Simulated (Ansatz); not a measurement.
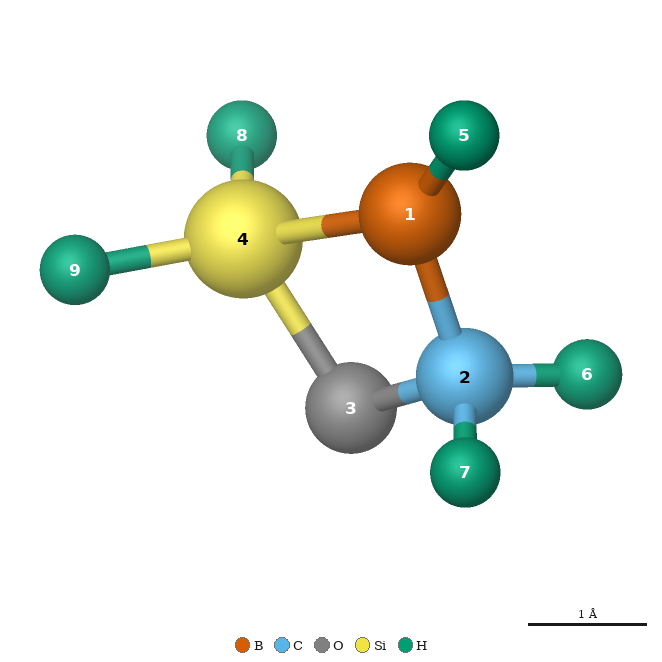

Atoms carry their numbers in the input. Computed geometry: PBE-D4/def2-SVP optimisation. No frequency run is at hand to confirm it as a minimum.

List the bonds and their lengths.

```tsv
bond	length (Å)	order
B1–C2	1.578	single
B1–Si4	2.022	single
B1–H5	1.212	single
C2–O3	1.458	single
C2–H6	1.121	single
C2–H7	1.121	single
O3–Si4	1.726	single
Si4–H8	1.510	single
Si4–H9	1.510	single
```
